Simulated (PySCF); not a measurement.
# [Lu(HCN)]3+: other functionals and bases at one geometry

How far do other levels of theory move the description of [Lu(HCN)]3+, and what does each cost? It is a constructed species; whether it can be made isn't addressed.

Program: PySCF 2.14.0. Level of theory: several levels, as the steps say, no spin–orbit coupling. These are calculated values, not measurements.

1 further run of the same task is left out (for a known fault of the program).

### Step 1. Starting geometry

4 atoms, charge 3, spin multiplicity 1.

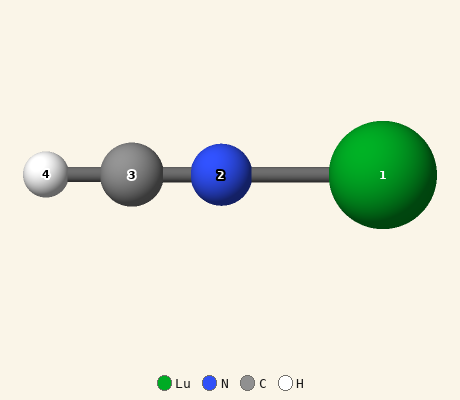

The geometry (lutetium green, nitrogen blue, carbon grey, hydrogen white); atoms are numbered from 1 in the order of the file.

Geometry (Å):

```xyz
4
charge 3, multiplicity 1
Lu    0.0000    0.0000   -0.1691
N     0.0000    0.0000    1.9366
C     0.0000    0.0000    3.1046
H     0.0000    0.0000    4.2246
```

Formal oxidation states: Lu +3. An earlier session relaxed this geometry at PBE0, Lu def2-SVP with ECP28, N def2-SVP, C def2-SVP, H def2-SVP (singlet, point group C∞v).

At PBE0 on the finer grid: E = -1327.996339 Eh, HOMO -27.70 eV, LUMO -20.21 eV, Mulliken charge on Lu1 +2.55 e, largest force component 0.006 eV/Å. 

Levels to run: BLYP; TPSS; PBE0, TZVP. Hardware: 2 threads of Arm Neoverse V1, shared host.

### Step 2. BLYP

run.py (the lines that set the calculation)

```python
mol = gto.M(atom='''
Lu     0.00000     0.00000    -0.16909
N      0.00000     0.00000     1.93656
C      0.00000     0.00000     3.10464
H      0.00000     0.00000     4.22460''',
    basis={'Lu': 'def2-SVP', 'N': 'def2-SVP', 'C': 'def2-SVP', 'H': 'def2-SVP'},
    ecp={'Lu': 'def2-SVP'},
    charge=3, spin=0)
mf = dft.RKS(mol, xc='BLYP')
mf.grids.atom_grid = (75, 302)  # f atoms: unpruned, at least (60, 302)
mf = mf.density_fit()  # fitting sets: Lu def2-universal-JKFIT, N def2-universal-JKFIT, C def2-universal-JKFIT, H def2-universal-JKFIT
mf.conv_tol = 1e-08; mf.max_cycle = 55
mf.kernel(dm0)  # dm0: the density of the relaxed state
```

On the command line:

```sh
$ OMP_NUM_THREADS=2 python run.py
```

Log:

```text
init E= -1328.29345385377
  HOMO = -0.959910090518537  LUMO = -0.789376253453916  gap/eV = 4.64046
cycle= 1 E= -1328.29560488488  delta_E= -0.00215  |g|= 0.259  |ddm|= 0.297
  HOMO = -0.973915354130462  LUMO = -0.793415076055447  gap/eV = 4.91166
cycle= 2 E= -1328.28157298324  delta_E= 0.014  |g|= 0.638  |ddm|= 0.201
  HOMO = -0.968447863138109  LUMO = -0.787753332192368  gap/eV = 4.91695
cycle= 3 E= -1328.29831856027  delta_E= -0.0167  |g|= 0.0239  |ddm|= 0.143
  HOMO = -0.967302731426079  LUMO = -0.789206055131859  gap/eV = 4.84626
cycle= 4 E= -1328.29843541212  delta_E= -0.000117  |g|= 0.0142  |ddm|= 0.0255
  HOMO = -0.966142725964777  LUMO = -0.789390063205698  gap/eV = 4.80968
cycle= 5 E= -1328.29847084636  delta_E= -3.54e-05  |g|= 0.00584  |ddm|= 0.0102
  HOMO = -0.966899142087948  LUMO = -0.789169014832065  gap/eV = 4.83628
cycle= 6 E= -1328.29847878762  delta_E= -7.94e-06  |g|= 0.000198  |ddm|= 0.00474
  HOMO = -0.966857653407953  LUMO = -0.789159020452033  gap/eV = 4.83543
cycle= 7 E= -1328.29847879704  delta_E= -9.42e-09  |g|= 7.04e-05  |ddm|= 0.000217
  HOMO = -0.966865152330094  LUMO = -0.789162632126359  gap/eV = 4.83553
Extra cycle  E= -1328.29847879606  delta_E= 9.83e-10  |g|= 0.000159  |ddm|= 7.43e-05
converged SCF energy = -1328.29847879606
```

It took 8.6 s on 2 threads of Arm Neoverse V1, shared host.

Result: E = -1328.298479 Eh, HOMO -26.31 eV, LUMO -21.47 eV, Mulliken charge on Lu1 +2.46 e, largest force component 1.456 eV/Å. 

### Step 3. TPSS

run.py (the lines that set the calculation), as its differences from that of step 2:

```diff
@@ -8,3 +8,3 @@
     charge=3, spin=0)
-mf = dft.RKS(mol, xc='BLYP')
+mf = dft.RKS(mol, xc='TPSS')
 mf.grids.atom_grid = (75, 302)  # f atoms: unpruned, at least (60, 302)
```

On the command line:

```sh
$ OMP_NUM_THREADS=2 python run.py
```

Log:

```text
init E= -1328.22221446542
  HOMO = -0.968092749944827  LUMO = -0.773177383160187  gap/eV = 5.30392
cycle= 1 E= -1328.22232556606  delta_E= -0.000111  |g|= 0.273  |ddm|= 0.14
  HOMO = -0.976913221118371  LUMO = -0.780311508087636  gap/eV = 5.34981
cycle= 2 E= -1328.20890775641  delta_E= 0.0134  |g|= 0.651  |ddm|= 0.187
  HOMO = -0.973473243689571  LUMO = -0.771108241827471  gap/eV = 5.50663
cycle= 3 E= -1328.22513076913  delta_E= -0.0162  |g|= 0.0149  |ddm|= 0.135
  HOMO = -0.971755577760732  LUMO = -0.772760235593058  gap/eV = 5.41494
cycle= 4 E= -1328.22519569584  delta_E= -6.49e-05  |g|= 0.00653  |ddm|= 0.0174
  HOMO = -0.971328381784443  LUMO = -0.772839065368198  gap/eV = 5.40117
cycle= 5 E= -1328.22520122782  delta_E= -5.53e-06  |g|= 0.00468  |ddm|= 0.00617
  HOMO = -0.97180416690935  LUMO = -0.772782271680195  gap/eV = 5.41566
cycle= 6 E= -1328.2252056421  delta_E= -4.41e-06  |g|= 0.000171  |ddm|= 0.00288
  HOMO = -0.971780713615893  LUMO = -0.772766669882152  gap/eV = 5.41545
cycle= 7 E= -1328.22520564632  delta_E= -4.22e-09  |g|= 9.35e-05  |ddm|= 0.000167
  HOMO = -0.971784011148133  LUMO = -0.772767816956154  gap/eV = 5.41551
Extra cycle  E= -1328.22520564503  delta_E= 1.28e-09  |g|= 0.00018  |ddm|= 0.000102
converged SCF energy = -1328.22520564503
```

Run time: 14 s. Hardware: 2 threads of Arm Neoverse V1, shared host.

Read off: E = -1328.225206 Eh, HOMO -26.44 eV, LUMO -21.03 eV, Mulliken charge on Lu1 +2.52 e, largest force component 1.139 eV/Å. 

### Step 4. PBE0, TZVP

Basis: Lu def2-TZVP with ECP28, N def2-TZVP, C def2-TZVP, H def2-TZVP. 

run.py (the lines that set the calculation)

```python
mol = gto.M(atom='''
Lu     0.00000     0.00000    -0.16909
N      0.00000     0.00000     1.93656
C      0.00000     0.00000     3.10464
H      0.00000     0.00000     4.22460''',
    basis={'Lu': 'def2-TZVP', 'N': 'def2-TZVP', 'C': 'def2-TZVP', 'H': 'def2-TZVP'},
    ecp={'Lu': 'def2-TZVP'},
    charge=3, spin=0)
mf = dft.RKS(mol, xc='PBE0')
mf.grids.atom_grid = (75, 302)  # f atoms: unpruned, at least (60, 302)
mf = mf.density_fit()  # fitting sets: Lu def2-universal-JKFIT, N def2-universal-JKFIT, C def2-universal-JKFIT, H def2-universal-JKFIT
mf.conv_tol = 1e-08; mf.max_cycle = 55
mf.kernel(dm0)  # dm0: free metal ions and neutral atoms
```

On the command line:

```sh
$ OMP_NUM_THREADS=2 python run.py
```

Log:

```text
init E= -1319.66005062479
  HOMO = -1.18197988093234  LUMO = -1.17740636602869  gap/eV = 0.12445
cycle= 1 E= -1309.81062862903  delta_E= 9.85  |g|=   11  |ddm|= 3.59
  HOMO = -2.969277458002  LUMO = -2.03447009601626  gap/eV = 25.43740
cycle= 2 E= -1249.65791884504  delta_E= 60.2  |g|= 32.1  |ddm|= 9.28
  HOMO = -1.32960228912583  LUMO = -1.08496630999752  gap/eV = 6.65688
cycle= 3 E= -1287.56877996983  delta_E= -37.9  |g|=   16  |ddm|=  5.7
  HOMO = -1.26506373110873  LUMO = -0.937301470547883  gap/eV = 8.91887
cycle= 4 E= -1326.64463694804  delta_E= -39.1  |g|= 6.41  |ddm|= 4.33
  HOMO = -1.10725555948547  LUMO = -1.00130472490703  gap/eV = 2.88307
cycle= 5 E= -1297.57064675884  delta_E= 29.1  |g|= 10.7  |ddm|= 3.86
cycle= 6 E= -1310.59745795157  delta_E=  -13  |g|=  8.4  |ddm|= 1.76
  HOMO = -0.936127333008521  LUMO = -0.922952624564233  gap/eV = 0.35850
cycle= 7 E= -1319.68623655821  delta_E= -9.09  |g|=  6.1  |ddm|= 1.73
  HOMO = -0.923747692293213  LUMO = -0.900295826126829  gap/eV = 0.63816
cycle= 8 E= -1326.67620000483  delta_E= -6.99  |g|= 3.71  |ddm|= 2.35
  HOMO = -0.945030503213828  LUMO = -0.862055075359752  gap/eV = 2.25788
cycle= 9 E= -1327.43173709693  delta_E= -0.756  |g|= 2.78  |ddm|= 0.397
  HOMO = -0.988891813801958  LUMO = -0.850222780650163  gap/eV = 3.77338
cycle= 10 E= -1327.6492366802  delta_E= -0.217  |g|= 1.68  |ddm|= 0.502
  HOMO = -1.01511333693004  LUMO = -0.744714417020343  gap/eV = 7.35793
cycle= 11 E= -1328.1321622373  delta_E= -0.483  |g|= 0.512  |ddm|= 0.763
  HOMO = -1.02788218421613  LUMO = -0.739396151583659  gap/eV = 7.85010
cycle= 12 E= -1328.14715824121  delta_E= -0.015  |g|= 0.156  |ddm|= 0.224
  HOMO = -1.01518382664145  LUMO = -0.740423379167571  gap/eV = 7.47661
cycle= 13 E= -1328.15118882966  delta_E= -0.00403  |g|= 0.0261  |ddm|= 0.0706
  HOMO = -1.01543183553865  LUMO = -0.742308542903195  gap/eV = 7.43206
cycle= 14 E= -1328.1512835446  delta_E= -9.47e-05  |g|= 0.00257  |ddm|= 0.0118
  HOMO = -1.01480536428588  LUMO = -0.74289237902295  gap/eV = 7.39913
cycle= 15 E= -1328.15128500817  delta_E= -1.46e-06  |g|= 0.00107  |ddm|= 0.00274
  HOMO = -1.01502855293289  LUMO = -0.742797516920554  gap/eV = 7.40778
cycle= 16 E= -1328.15128517074  delta_E= -1.63e-07  |g|= 0.000245  |ddm|= 0.000694
  HOMO = -1.01498018458233  LUMO = -0.742808556101232  gap/eV = 7.40617
cycle= 17 E= -1328.15128518737  delta_E= -1.66e-08  |g|= 8.91e-05  |ddm|= 0.000173
  HOMO = -1.0149835454916  LUMO = -0.742812602980983  gap/eV = 7.40615
cycle= 18 E= -1328.15128518798  delta_E= -6.06e-10  |g|= 1.17e-05  |ddm|= 3.69e-05
  HOMO = -1.01498097092444  LUMO = -0.742813745364295  gap/eV = 7.40605
Extra cycle  E= -1328.15128518797  delta_E= 8.64e-12  |g|= 2.16e-05  |ddm|= 1.13e-05
converged SCF energy = -1328.15128518797
```

Wall time 34 s (2 threads of Arm Neoverse V1, shared host).

Result: E = -1328.151285 Eh, HOMO -27.62 eV, LUMO -20.21 eV, Mulliken charge on Lu1 +2.55 e, largest force component 1.169 eV/Å. 

### Step 5. Results

| level | state | HOMO (eV) | gap (eV) | charge on Lu1 (e) | dipole (D) | largest force (eV/Å) | basis functions | time |
| --- | --- | --- | --- | --- | --- | --- | --- | --- |
| PBE0 (relaxed here) | singlet | -27.70 | 7.49 | 2.55 | 5.77 | 0.01 | 114 | 26 s |
| BLYP | singlet | -26.31 | 4.84 | 2.46 | 6.12 | 1.46 | 114 | 8.6 s |
| TPSS | singlet | -26.44 | 5.42 | 2.52 | 6.03 | 1.14 | 114 | 14 s |
| PBE0, TZVP | singlet | -27.62 | 7.41 | 2.55 | 5.87 | 1.17 | 164 | 34 s |

Times are on 2 threads of Arm Neoverse V1, shared host; the first row also made further properties. The dipole of a charged species depends on the origin, so these sizes hold for this origin alone.

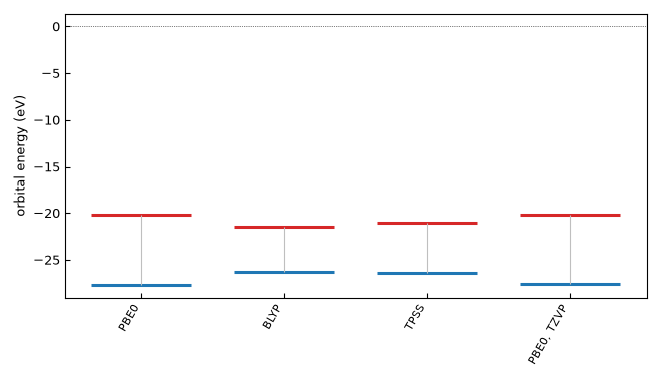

Highest filled and lowest empty level, method by method.

In one basis the HOMO–LUMO gap runs from 4.84 eV (BLYP) to 7.49 eV (PBE0). The largest leftover force, 1.46 eV/Å with BLYP, stands at a geometry relaxed at another level. The Mulliken charge on Lu spans +2.46 to +2.55 e over the levels. Total energies of different levels can't be compared. Spin–orbit coupling is left out throughout.
